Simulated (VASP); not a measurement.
Band structure of MoSi₂ (MoSi2 type). Calculation: PW91 GGA, VASP's PBE PAW potentials (set 64) (plane waves; VASP 6.6.1).

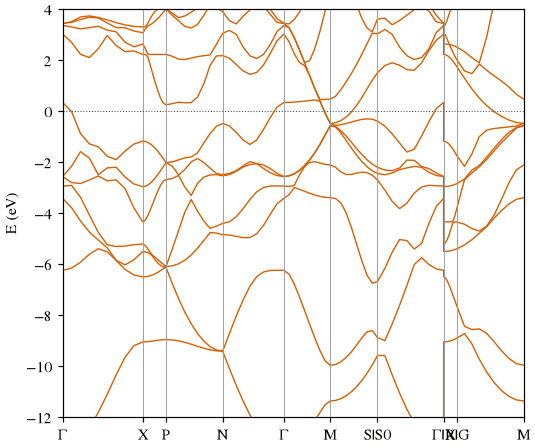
*Bands along high-symmetry lines, zero at the valence-band maximum or, without a gap, the Fermi level*

Problem. Read the plot: is there a gap, and where are the band edges?

Solution. It has no gap at this level: it comes out as a metal or semimetal. (Edges off the drawn lines would not show.)

The compound is MoSi2 in the MoSi2 type structure. It was relaxed first.
